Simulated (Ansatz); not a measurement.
Base system: CsGeI3 (space group R3m, No. 160; a = 8.447 Å, c = 10.844 Å (hexagonal axes)).

Modification: full substitution Ge → Si; the structure is relaxed again.

Method: r2SCAN (Ansatz, an electronic-structure program, PAW, spin-orbit coupling left out).

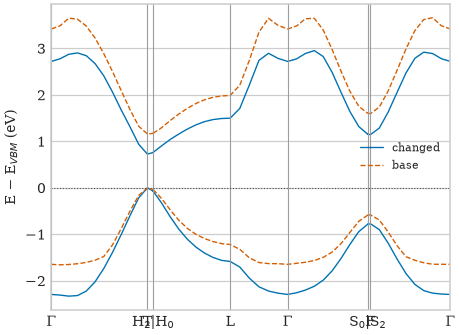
Figure: Highest valence and lowest conduction band along the path, each from its own valence-band maximum

Problem. From the figure, how large is the changed gap, and is it direct?

Solution. About 0.7 eV, direct at T.

With I present, leaving out spin-orbit coupling can change the band edges. No phonon test of stability was made. For CsSiI3 in this form, whether it has been made was not checked. The base started in Cm and relaxed to R3m at this level.
